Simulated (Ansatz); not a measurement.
**Phonon calculation of Si₂H₆**

The run: phonon calculation of Si₂H₆. Method and program: RKS B3LYP/def2-SVP (Ansatz 0.2.0).

It belongs to a series of runs on one base structure; here: vibrations at the highest image of the band. Figures and captions count atoms from 1; the log counts them from 0 in places.

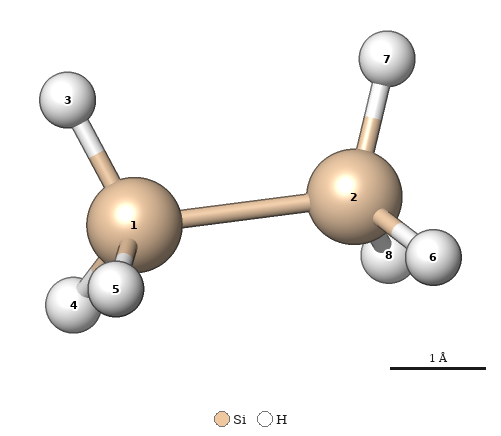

Figure 1. The structure (ball-and-stick view, seen at a tilt; atoms are numbered from 1 in the order of the input).

## Input file
```yaml
crystal:
  periodic: [false, false, false]
  atoms:
    - { symbol: Si, position_ang: [-0.346037, 0.498595, -1.021394] }
    - { symbol: Si, position_ang: [0.369139, -0.513077, 1.007304] }
    - { symbol: H, position_ang: [0.648959, 0.260562, -2.109482] }
    - { symbol: H, position_ang: [-1.658913, -0.064207, -1.457548] }
    - { symbol: H, position_ang: [-0.504569, 1.973515, -0.847832] }
    - { symbol: H, position_ang: [0.421334, 0.494131, 2.108869] }
    - { symbol: H, position_ang: [1.731407, -1.104906, 0.850537] }
    - { symbol: H, position_ang: [-0.569221, -1.601613, 1.413745] }
basis:
  gaussian: { orbitals: def2-SVP }
hamiltonian:
  xc: b3lyp
phonons: {}
```

Hardware: 1 thread of Intel Xeon (Granite Rapids), 128 GiB of memory available, shared host.

Command:
```bash
ansatz run input.yaml --threads 1 --pin off --max-ram 2048MiB --backend cpu --events-out ev --progress --plain --runs-dir out
```

## The program's output
```
Engine: ansatz 0.2.0, x86_64-unknown-linux-gnu
Functional definition: B3LYP
  parameter a0 = 0.2
  parameter ax = 0.72
  parameter ac = 0.81
  exchange = (1 - a0 - ax)*slater_x + ax*b88_x + a0*exact_x
  correlation = (1 - ac)*vwn_rpa_c + ac*lyp_c
679 factors; integrals over basis functions are off by at most 2.0e-4 eV
mean field evaluation 1: about -15848.3643 eV, gradient 1.0e1 eV
mean field evaluation 2: about -15848.7746 eV, gradient 3.1e0 eV
mean field evaluation 4: about -15848.8139 eV, gradient 3.3e-2 eV
mean field evaluation 8: about -15848.8124 eV, gradient 5.6e-5 eV
mean field -15848.81243019 eV, -582.4331140986 hartree, gradient 5.5e-5 eV, S^2 0.000000; 0 other end points of the search recorded, 0 dependent functions left out
the calculation of the forces begins
reference -15848.81267846 eV, -582.4331232222 hartree; 17, 17 occupied and 49, 49 virtual orbitals, 679 factors
these checks for a lower state are left out or cut short: stability, starts, cluster_reference, orbital_swaps, neighbouring_geometries, increment
679 factors; integrals over basis functions are off by at most 2.0e-4 eV
mean field -15848.81238016 eV, -582.4331122599 hartree, gradient 1.2e-6 eV, S^2 0.000000; 0 other end points of the search recorded, 0 dependent functions left out
[... from here on the field's lines of each further geometry are left out, up to the last ...]
the calculation of the forces begins
reference -15848.81262339 eV, -582.4331211984 hartree; 17, 17 occupied and 49, 49 virtual orbitals, 679 factors
these checks for a lower state are left out or cut short: stability, starts, cluster_reference, orbital_swaps, neighbouring_geometries, increment
679 factors; integrals over basis functions are off by at most 2.0e-4 eV
mean field -15848.81246694 eV, -582.4331154493 hartree, gradient 5.2e-6 eV, S^2 0.000000; 0 other end points of the search recorded, 0 dependent functions left out
the calculation of the forces begins
reference -15848.81271519 eV, -582.4331245721 hartree; 17, 17 occupied and 49, 49 virtual orbitals, 679 factors
WARN: phonons: modes at or below zero, which the zero-point energy, F, S and C_V leave out: 1, the lowest at -124.54 cm⁻¹. A minimum has none, and a first-order saddle one
Total energy: -15848.81267846 eV, -582.4331232222 hartree
Atom 0 at    -0.346037     0.498595    -1.021394 Å, force     0.013475    -0.019076     0.038716 eV/Å
Atom 1 at     0.369139    -0.513077     1.007304 Å, force    -0.013734     0.019752    -0.038322 eV/Å
Atom 2 at     0.648959     0.260562    -2.109482 Å, force     0.005258    -0.011492     0.015215 eV/Å
Atom 3 at    -1.658913    -0.064207    -1.457548 Å, force     0.003366    -0.006610     0.018059 eV/Å
Atom 4 at    -0.504569     1.973515    -0.847832 Å, force     0.008850    -0.006805     0.015871 eV/Å
Atom 5 at     0.421334     0.494131     2.108869 Å, force    -0.008817     0.008280    -0.014948 eV/Å
Atom 6 at     1.731407    -1.104906     0.850537 Å, force    -0.003531     0.010641    -0.016226 eV/Å
Atom 7 at    -0.569221    -1.601613     1.413745 Å, force    -0.004866     0.005310    -0.018364 eV/Å
Dipole moment:     0.000041    -0.000118    -0.000069 e Å
Vibrations: -124.54 416.99 419.34 419.41 616.73 616.74 850.85 926.84 946.64 946.67 949.81 949.83 2207.47 2213.71 2213.75 2215.43 2222.40 2222.43 cm⁻¹, zero-point energy 1.323844 eV
```

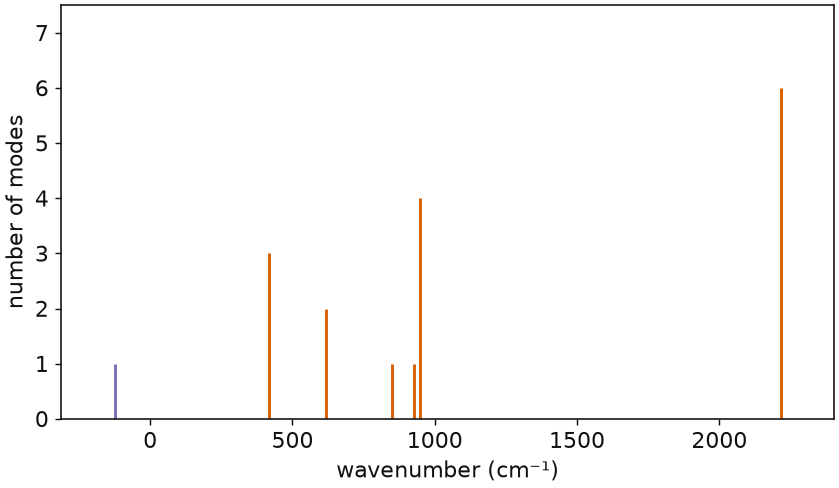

Figure 2. Harmonic vibrational wavenumbers from the force constants; neighbouring modes closer than 11 cm⁻¹ are counted in one stick, and imaginary ones are drawn at negative wavenumbers. 18 modes from 125i to 2222 cm⁻¹, 1 imaginary beyond 8i (125i cm⁻¹): a first-order saddle point, if the geometry is stationary.

## Summary

- outcome: converged
- total energy: −15848.8127 eV
- mean-field energy: −15848.8127 eV
- largest force (length of the vector): 0.045 eV/Å
- wall time: 28 s
- peak memory: 0.13 GiB
